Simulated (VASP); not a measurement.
Band structure of Pb4SSe3 (ordered alloy cell). Computed with PBE GGA, VASP's PBE PAW potentials (set 64) (plane waves; VASP).

Unless said otherwise, spin-orbit coupling is left out, though it shifts the bands of the heavy elements here.

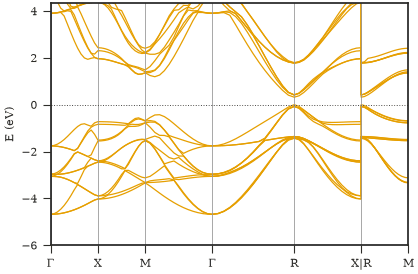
Fig. 1. Bands along high-symmetry lines, zero at the valence-band maximum or, without a gap, the Fermi level

Q: Read the plot: is there a gap, and where are the band edges?

A: The gap is direct, 0.32 eV, from the valence maximum at R to the conduction minimum at R. (Edges off the drawn lines would not show.)

The structure was generated: Pb4SSe3 was put into an ordered model structure (Pm-3m), which need not be its known phase. It was relaxed first.
